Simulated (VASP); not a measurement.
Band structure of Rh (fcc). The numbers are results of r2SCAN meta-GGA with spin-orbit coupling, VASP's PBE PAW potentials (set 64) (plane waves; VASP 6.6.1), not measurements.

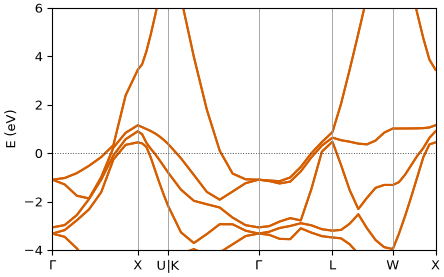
Figure: Bands along high-symmetry lines, zero at the valence-band maximum or, without a gap, the Fermi level

Problem. Read the plot: is there a gap, and where are the band edges?

Solution. It has no gap at this level: it comes out as a metal or semimetal.

The compound is Rh in the fcc structure. The cell was not relaxed at this level.
